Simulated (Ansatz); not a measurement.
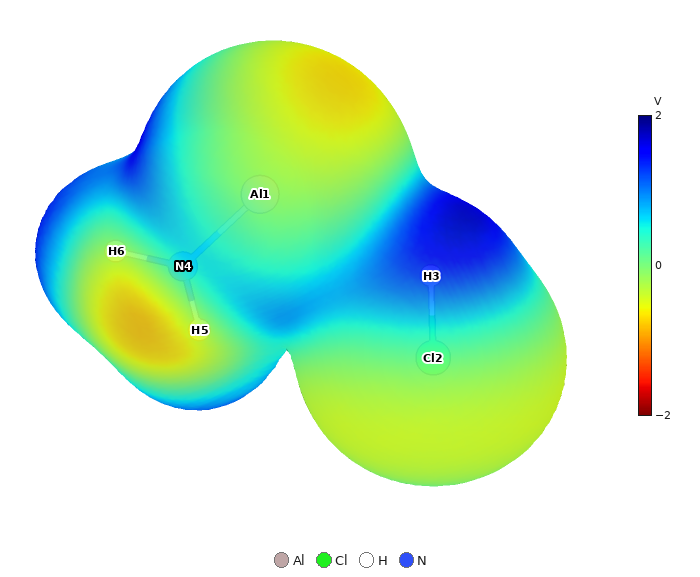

*AlH2N···HCl. The molecular electrostatic potential painted on the density surface at 0.002 e/bohr³, seen at a tilt; the colour scale runs from red (negative) to blue (positive).*

Not at a stationary point (largest force 1.0 eV/Å).

Computed with Ansatz 0.2.0, RKS B3LYP-D4/def2-SVP.

```xyz
6

Al    0.1540    0.2934   -1.4228
Cl    1.1959   -0.3346    1.7840
H     1.8984   -0.0040    0.6951
N    -1.5713    0.0681   -0.9587
H    -1.9055   -0.1940   -0.0278
H    -2.3796    0.1711   -1.5756
```

Question: Describe the electrostatic potential map.

Answer: The most negative region (about −0.8 V) lies over N4, the most positive (about +1.7 V) over Al1 and H3. Cl2 shows a σ-hole: about +0.5 V at the tip opposite its bond, against about −0.2 V on its flanks.
